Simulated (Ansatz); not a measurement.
**Cu$_{2}$Br$_{4}$ (charge −1): geometry relaxation**

The run: geometry relaxation of Cu$_{2}$Br$_{4}$, charge −1, multiplicity 2. Method and program: UKS r2SCAN-D4/def2-SVPD (Ansatz 0.2.0).

The geometry: r2SCAN-D4/def2-SVP start. Figures and captions count atoms from 1; the log counts them from 0 in places.

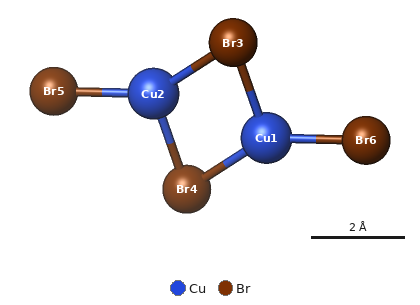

*The structure as given in the input (ball-and-stick view, seen at a tilt; atoms are numbered from 1 in the order of the input). Sticks mark near contacts.*

Bond lengths as drawn: Br–Cu 2.25 to 2.36 Å.

Summary:

- outcome: converged
- total energy: −369430.3176 eV
- mean-field energy: −369430.2374 eV
- dispersion energy: −0.0802 eV
- ⟨S²⟩: 0.752
- HOMO (either spin): −2.51 eV
- LUMO (either spin): −2.01 eV
- largest force (length of the vector) at the end: 0.006 eV/Å
- hardware: 4 threads of Intel Xeon @ 2.50GHz, 31 GiB of memory available, shared host
- wall time: 3 min (CPU time 11 min)
- peak memory: 0.68 GiB

Input file:
```yaml
crystal:
  periodic: [false, false, false]
  atoms:
    - {symbol: Cu, position_ang: [1.046705, 0.798456, 0.139331]}
    - {symbol: Cu, position_ang: [-1.046376, -0.798122, -0.143285]}
    - {symbol: Br, position_ang: [-1.201987, 1.514863, 0.069956]}
    - {symbol: Br, position_ang: [1.201671, -1.515332, -0.065112]}
    - {symbol: Br, position_ang: [-2.165121, -2.731733, -0.395043]}
    - {symbol: Br, position_ang: [2.165108, 2.731868, 0.394153]}
basis:
  gaussian: {orbitals: def2-SVPD}
total_charge: -1
magnetization: {spin_polarized: true, initial_magnetization: 1}
hamiltonian: {xc: r2scan, dispersion: d4}
scf: {lower_state_search: "off"}
output: {orbitals: {seedname: orbitals}}
relax: {f_tol: 0.02, max_steps: 100}
```

Run as:
```bash
ansatz run in.yaml --threads 4 --pin off --events-out ev --progress --plain --max-ram 4787MiB
```

Output:
```
Functional definition: r2SCAN
  name "r2SCAN"
  cite "Furness, Kaplan, Ning, Perdew & Sun, J. Phys. Chem. Lett. 11, 8208 (2020) doi:10.1021/acs.jpclett.0c02405"
  cite "Furness, Kaplan, Ning, Perdew & Sun, J. Phys. Chem. Lett. 11, 9248 (2020) doi:10.1021/acs.jpclett.0c03077"
  parent r2scan
  parameter k0 = 0.174
  parameter k1 = 0.065
  parameter a1 = 4.9479
  exchange = r2scan_x(k0 = k0, k1 = k1, a1 = a1)
  correlation = r2scan_c
these checks for a lower state are left out or cut short: stability, starts, cluster_reference, orbital_swaps, neighbouring_geometries, increment
2556 factors; their error is unknown
mean field evaluation 1: about -369425.3178 eV, gradient 3.9e1 eV
mean field evaluation 2: about -369391.8338 eV, gradient 1.0e2 eV
mean field evaluation 4: about -369430.1477 eV, gradient 2.8e0 eV
mean field evaluation 8: about -369430.1688 eV, gradient 2.4e-1 eV
mean field evaluation 16: about -369430.0562 eV, gradient 5.7e-3 eV
mean field -369430.05624275 eV, -13576.3041582352 hartree, gradient 2.4e-6 eV, S^2 0.752192; 0 other end points of the search recorded, 0 dependent functions left out
the calculation of the forces begins
reference -369430.05629157 eV, -13576.3041600293 hartree; 100, 99 occupied and 132, 133 virtual orbitals, 2556 factors
relax step   1: F+E_penalty+E_count = -369430.13988250 eV  Δ(F+E_penalty+E_count) = +0.000e0 eV  max|allowed force component| = 6.342e-1 eV/Å  Δτ_max = 0.0000 Å  (24 SCF iters, accepted)
these checks for a lower state are left out or cut short: stability, starts, cluster_reference, orbital_swaps, neighbouring_geometries, increment
2556 factors; their error is unknown
mean field evaluation 32: about -369430.3217 eV, gradient 2.9e-1 eV
mean field -369430.20972529 eV, -13576.3097986145 hartree, gradient 8.5e-6 eV, S^2 0.752210; 0 other end points of the search recorded, 0 dependent functions left out
the calculation of the forces begins
reference -369430.20977527 eV, -13576.3098004514 hartree; 100, 99 occupied and 132, 133 virtual orbitals, 2556 factors
relax step   2: F+E_penalty+E_count = -369430.29197294 eV  Δ(F+E_penalty+E_count) = -1.521e-1 eV  max|allowed force component| = 1.402e-1 eV/Å  Δτ_max = 0.1375 Å  (32 SCF iters, accepted)
these checks for a lower state are left out or cut short: stability, starts, cluster_reference, orbital_swaps, neighbouring_geometries, increment
2556 factors; their error is unknown
mean field -369430.21236756 eV, -13576.3098957160 hartree, gradient 5.4e-6 eV, S^2 0.751908; 0 other end points of the search recorded, 0 dependent functions left out
the calculation of the forces begins
reference -369430.21241886 eV, -13576.3098976012 hartree; 100, 99 occupied and 132, 133 virtual orbitals, 2556 factors
relax step   3: F+E_penalty+E_count = -369430.29346868 eV  Δ(F+E_penalty+E_count) = -1.496e-3 eV  max|allowed force component| = 1.240e-1 eV/Å  Δτ_max = 0.1681 Å  (39 SCF iters, accepted)
these checks for a lower state are left out or cut short: stability, starts, cluster_reference, orbital_swaps, neighbouring_geometries, increment
2556 factors; their error is unknown
mean field -369430.22914379 eV, -13576.3105122314 hartree, gradient 2.5e-6 eV, S^2 0.752032; 0 other end points of the search recorded, 0 dependent functions left out
the calculation of the forces begins
reference -369430.22919535 eV, -13576.3105141260 hartree; 100, 99 occupied and 132, 133 virtual orbitals, 2556 factors
relax step   4: F+E_penalty+E_count = -369430.30941903 eV  Δ(F+E_penalty+E_count) = -1.595e-2 eV  max|allowed force component| = 1.339e-1 eV/Å  Δτ_max = 0.1228 Å  (35 SCF iters, accepted)
these checks for a lower state are left out or cut short: stability, starts, cluster_reference, orbital_swaps, neighbouring_geometries, increment
2556 factors; their error is unknown
mean field evaluation 64: about -369430.2363 eV, gradient 4.4e-2 eV
mean field -369430.23628101 eV, -13576.3107745190 hartree, gradient 3.2e-6 eV, S^2 0.751948; 0 other end points of the search recorded, 0 dependent functions left out
the calculation of the forces begins
reference -369430.23633277 eV, -13576.3107764215 hartree; 100, 99 occupied and 132, 133 virtual orbitals, 2556 factors
relax step   5: F+E_penalty+E_count = -369430.31661249 eV  Δ(F+E_penalty+E_count) = -7.193e-3 eV  max|allowed force component| = 5.482e-2 eV/Å  Δτ_max = 0.0526 Å  (29 SCF iters, accepted)
these checks for a lower state are left out or cut short: stability, starts, cluster_reference, orbital_swaps, neighbouring_geometries, increment
2556 factors; their error is unknown
mean field -369430.23715319 eV, -13576.3108065711 hartree, gradient 1.4e-6 eV, S^2 0.751947; 0 other end points of the search recorded, 0 dependent functions left out
the calculation of the forces begins
reference -369430.23720503 eV, -13576.3108084764 hartree; 100, 99 occupied and 132, 133 virtual orbitals, 2556 factors
relax step   6: F+E_penalty+E_count = -369430.31743188 eV  Δ(F+E_penalty+E_count) = -8.194e-4 eV  max|allowed force component| = 2.148e-2 eV/Å  Δτ_max = 0.0114 Å  (30 SCF iters, accepted)
these checks for a lower state are left out or cut short: stability, starts, cluster_reference, orbital_swaps, neighbouring_geometries, increment
2556 factors; their error is unknown
mean field -369430.23733222 eV, -13576.3108131505 hartree, gradient 2.7e-6 eV, S^2 0.751949; 0 other end points of the search recorded, 0 dependent functions left out
the calculation of the forces begins
reference -369430.23738412 eV, -13576.3108150579 hartree; 100, 99 occupied and 132, 133 virtual orbitals, 2556 factors
relax step   7: F+E_penalty+E_count = -369430.31755749 eV  Δ(F+E_penalty+E_count) = -1.256e-4 eV  max|allowed force component| = 5.614e-3 eV/Å  Δτ_max = 0.0064 Å  (30 SCF iters, accepted)
```

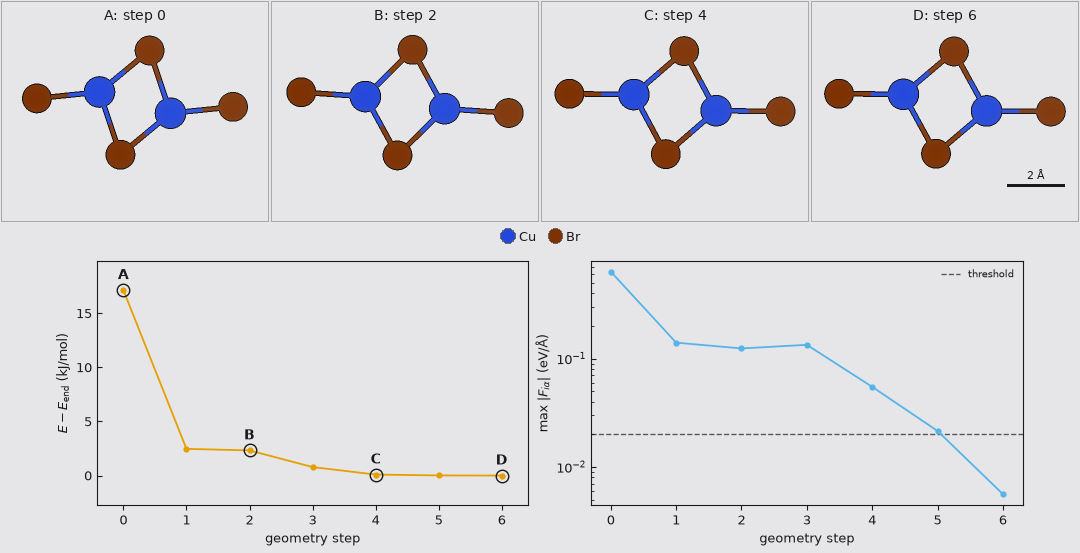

*Frames of the relaxation (ball-and-stick view, seen on its broad side) above the curves, on which the letters mark them (the first geometry is step 0 here and step 1 in the log).*

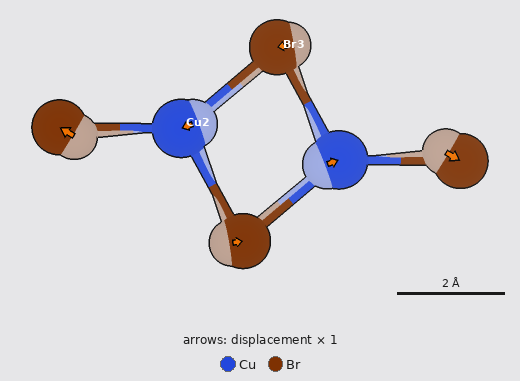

*Start (faint) and end (solid) with the displacements as orange arrows, at true length (ball-and-stick view, seen on its broad side). The two geometries are laid on each other by the best rigid fit.*

The largest moves after the best rigid fit, 0.33 Å, are those of Br5 and Br6. Largest moves by element: Br 0.33 Å, Cu 0.23 Å. Among the contacts that change: Cu1–Br3 2.361 → 2.421 Å, Cu1–Br6 2.248 → 2.299 Å, Cu1–Br4 2.328 → 2.372 Å. Among the angles that change: Br3–Cu1–Br6 102.5° → 119.1°, Cu1–Br3–Cu2 68.8° → 78.4°, Br3–Cu1–Br4 111.2° → 101.6°. After 6 geometry steps the energy has fallen by 17.1 kJ/mol. The largest force component goes from 0.63 to 0.0056 eV/Å. (Atoms are counted from 1 in the order of the input.)

```
Total energy: -369430.31760940 eV, -13576.3137632822 hartree
Atom 0 at     1.107855     1.020191     0.166347 Å, force     0.000481    -0.005613    -0.000496 eV/Å
Atom 1 at    -1.107873    -1.020219    -0.166061 Å, force    -0.000480     0.005614     0.000505 eV/Å
Atom 2 at    -1.289398     1.335486     0.046042 Å, force    -0.004062    -0.000496    -0.000340 eV/Å
Atom 3 at     1.289274    -1.335673    -0.044071 Å, force     0.004066     0.000502     0.000266 eV/Å
Atom 4 at    -2.466689    -2.856235    -0.426473 Å, force    -0.002304    -0.002927    -0.000389 eV/Å
Atom 5 at     2.466831     2.856449     0.424216 Å, force     0.002299     0.002920     0.000454 eV/Å
Dipole moment:    -0.000035    -0.000053     0.000556 e Å
Checks for a lower state left out: stability, starts, cluster_reference, orbital_swaps, neighbouring_geometries, increment
```

Trajectory as extended XYZ (Å, eV, eV/Å), 7 frames, from step=1 to step=7:
```
6
Properties=species:S:1:pos:R:3:forces:R:3 step=1 energy=-369430.13988
Cu    1.0467    0.7985    0.1393    0.0623  -0.2116  -0.0131
Cu   -1.0464   -0.7981   -0.1433   -0.0632   0.2116   0.0189
Br   -1.2020    1.5149    0.0700   -0.6334   0.2148  -0.0211
Br    1.2017   -1.5153   -0.0651    0.6342  -0.2149   0.0181
Br   -2.1651   -2.7317   -0.3950   -0.5489  -0.4938  -0.0826
Br    2.1651    2.7319    0.3942    0.5491   0.4939   0.0799
6
Properties=species:S:1:pos:R:3:forces:R:3 step=2 energy=-369430.29197
Cu    1.0426    0.8628    0.1461   -0.0105   0.1400   0.0149
Cu   -1.0424   -0.8626   -0.1483    0.0100  -0.1402  -0.0104
Br   -1.2937    1.4605    0.0586   -0.1078   0.0812  -0.0005
Br    1.2934   -1.4609   -0.0546    0.1082  -0.0811  -0.0023
Br   -2.2967   -2.7694   -0.4074   -0.1055  -0.0368  -0.0110
Br    2.2968    2.7696    0.4055    0.1056   0.0369   0.0092
6
Properties=species:S:1:pos:R:3:forces:R:3 step=3 energy=-369430.29347
Cu    1.0012    1.0129    0.1588    0.1240   0.0253   0.0105
Cu   -1.0013   -1.0128   -0.1588   -0.1240  -0.0255  -0.0099
Br   -1.3676    1.3272    0.0406    0.0007   0.1033   0.0096
Br    1.3674   -1.3274   -0.0381   -0.0008  -0.1032  -0.0100
Br   -2.4643   -2.7653   -0.4178    0.0109  -0.0861  -0.0076
Br    2.4645    2.7655    0.4154   -0.0108   0.0862   0.0073
6
Properties=species:S:1:pos:R:3:forces:R:3 step=4 energy=-369430.30942
Cu    1.1196    0.9820    0.1639    0.0687   0.0166   0.0050
Cu   -1.1196   -0.9821   -0.1628   -0.0685  -0.0165  -0.0067
Br   -1.2620    1.3886    0.0528   -0.0463  -0.1300  -0.0148
Br    1.2618   -1.3888   -0.0508    0.0462   0.1299   0.0156
Br   -2.4268   -2.8751   -0.4262    0.0506   0.1338   0.0163
Br    2.4270    2.8754    0.4230   -0.0506  -0.1339  -0.0154
6
Properties=species:S:1:pos:R:3:forces:R:3 step=5 energy=-369430.31661
Cu    1.0916    1.0130    0.1647    0.0548  -0.0087   0.0026
Cu   -1.0916   -1.0131   -0.1643   -0.0548   0.0087  -0.0027
Br   -1.2958    1.3487    0.0470   -0.0115  -0.0407  -0.0046
Br    1.2956   -1.3489   -0.0448    0.0115   0.0407   0.0046
Br   -2.4598   -2.8482   -0.4255    0.0219   0.0267   0.0040
Br    2.4600    2.8484    0.4228   -0.0220  -0.0267  -0.0038
6
Properties=species:S:1:pos:R:3:forces:R:3 step=6 energy=-369430.31743
Cu    1.1019    1.0178    0.1657    0.0215  -0.0101   0.0004
Cu   -1.1019   -1.0178   -0.1655   -0.0215   0.0101  -0.0004
Br   -1.2907    1.3397    0.0465   -0.0146  -0.0106  -0.0020
Br    1.2905   -1.3399   -0.0443    0.0146   0.0106   0.0019
Br   -2.4636   -2.8529   -0.4261    0.0013   0.0016   0.0003
Br    2.4638    2.8531    0.4236   -0.0013  -0.0016  -0.0002
6
Properties=species:S:1:pos:R:3:forces:R:3 step=7 energy=-369430.31756
Cu    1.1079    1.0202    0.1663    0.0005  -0.0056  -0.0005
Cu   -1.1079   -1.0202   -0.1661   -0.0005   0.0056   0.0005
Br   -1.2894    1.3355    0.0460   -0.0041  -0.0005  -0.0003
Br    1.2893   -1.3357   -0.0441    0.0041   0.0005   0.0003
Br   -2.4667   -2.8562   -0.4265   -0.0023  -0.0029  -0.0004
Br    2.4668    2.8564    0.4242    0.0023   0.0029   0.0005
```

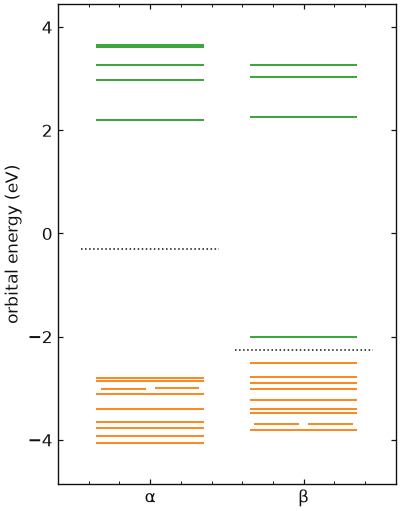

*Orbital energies near the frontier for α and β spins; the dotted line parts filled from empty levels, and levels within 0.02 eV of each other stand side by side.*

α: highest filled −2.79 eV, lowest empty 2.20 eV, 4.99 eV apart; β: highest filled −2.51 eV, lowest empty −2.01 eV, 0.50 eV apart.
